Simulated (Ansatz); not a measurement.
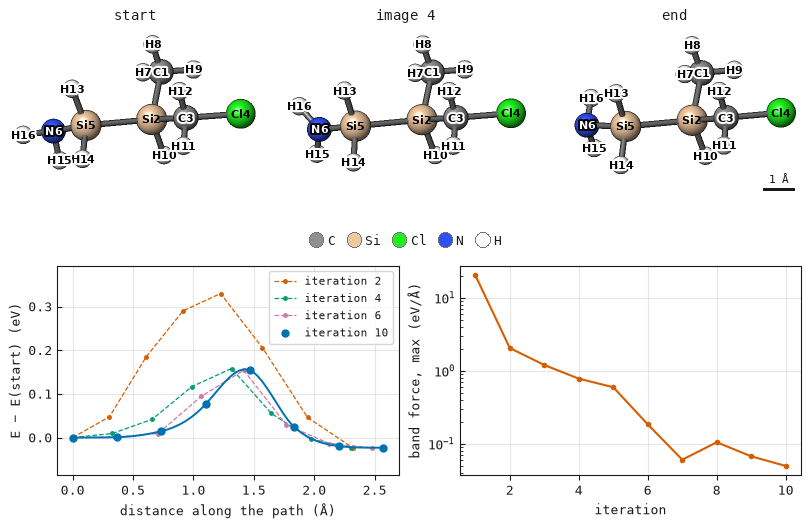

NEB run on C2H10ClNSi2. Images are numbered from 0 (start) to 7 (end). The plot follows the band through its iterations. A ball-and-stick model, seen from a free direction.

All numbers below come from RKS r2SCAN-D4/STO-3G in Ansatz. Set-up: 6 movable images; no climbing image; force threshold 0.05 eV/Å; iteration limit 27; starting path through a guess of the saddle point.

Question: Judge this run.

Answer: The run is converged, with reservations. The band converged in 10 iterations. The largest component of the band force went from 20 to 0.05 eV/Å. No image climbed, so the highest image needn't lie on the saddle point, and the true maximum along this path can be higher. The first iteration put the highest image at 2.529 eV. The highest point, image 4, lies 0.154 eV above the start and 0.177 eV above the end; the end is at −0.023 eV relative to the start.

Limits of the set-up: STO-3G is a minimal basis, so the numbers are rough.

Cost: 7.9 min on 1 thread of Intel(R) Xeon(R) Processor @ 2.70GHz, on a shared host, peak memory 0.16 GiB.
